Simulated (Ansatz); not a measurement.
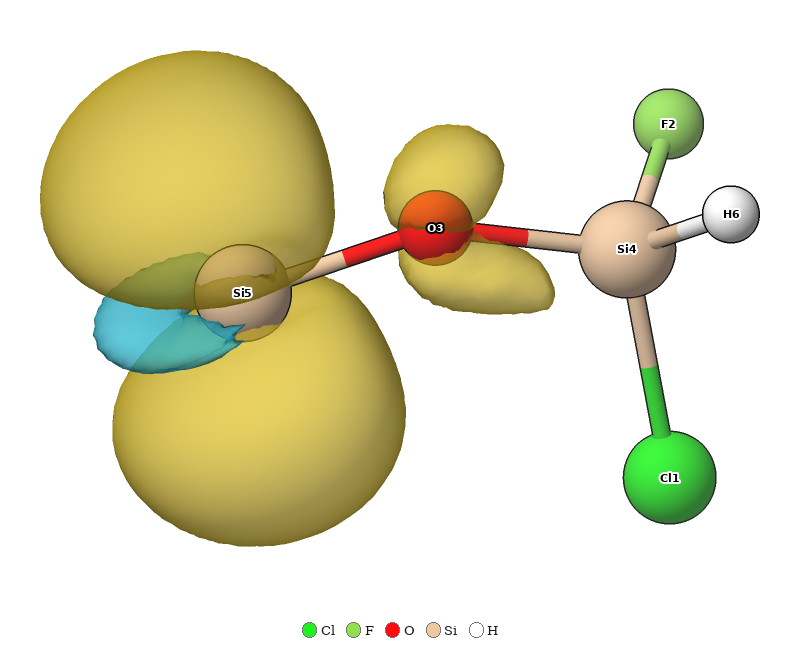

Figure 1: ClFHOSi2 (doublet). Isosurfaces of the spin density (α minus β) at +0.015 (yellow) and −0.015 e/Å³ (cyan), seen at a tilt.

Geometry: PBE0-D3(BJ)/def2-SVP.

Method: isolated molecule in a Gaussian basis; Kohn-Sham density functional theory, functional PBE0 in Ansatz.

```xyz
6

Cl   -0.1850   -1.9654   -0.7786
F     0.9711    0.6643   -1.4849
O    -0.7576    0.7282    0.4948
Si    0.4710   -0.1251   -0.1750
Si   -2.3922    0.9468    0.8173
H     1.5916   -0.2531    0.7703
```

### Where is the unpaired spin?

The unpaired spin (1 electron) lies mostly on Si5 (about 0.9), in electrons by Hirshfeld's partition.
